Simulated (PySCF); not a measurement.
# C4H8BF: the cost of one run

Programs: PySCF 2.14.0, with routines of our own; each step states its level. All values are computed. Atoms count from 0.

## 1. The system as given

14 atoms, charge 0, multiplicity 1; geometry from: GFN2-xTB.

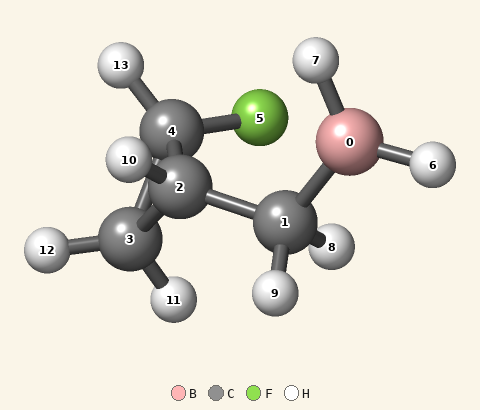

The starting geometry (boron pink, carbon grey, fluorine green, hydrogen white).

## 2. Circular dichroism and optical rotation: TDDFT CAM-B3LYP/def2-SVPD

The job: settings as JSON, then the geometry in Å.

```
{"job": {"kind": "ecd", "xc": "CAM-B3LYP", "basis": "def2-SVPD", "nstates": 8}, "charge": 0, "multiplicity": 1}
B      1.749546    -1.111596     0.798623
C      0.289078    -0.546185     0.904730
C     -0.035109     0.646843     0.031394
C     -1.465079     0.949944    -0.336598
C     -0.516215     0.429794    -1.368332
F     -0.695255    -0.854136    -1.802906
H      2.029082    -2.059459     1.422208
H      2.553737    -0.597772     0.125121
H     -0.413700    -1.352353     0.671792
H      0.078454    -0.287567     1.948809
H      0.623449     1.495124     0.174074
H     -2.222916     0.264574     0.011836
H     -1.795964     1.974146    -0.411908
H     -0.179788     1.048171    -2.191010
```

Method: TDDFT CAM-B3LYP/def2-SVPD circular dichroism and optical rotation, one conformer, gas phase.

Run with:

```console
$ OMP_NUM_THREADS=1 python excited_run.py task.json out
```

The driver reads the jobs from task.json and runs them one after another.

Q: Estimate the wall time and peak memory of this job on 1 thread of Arm Neoverse V1, shared host.

About 38 s, with a peak of 0.86 GiB.
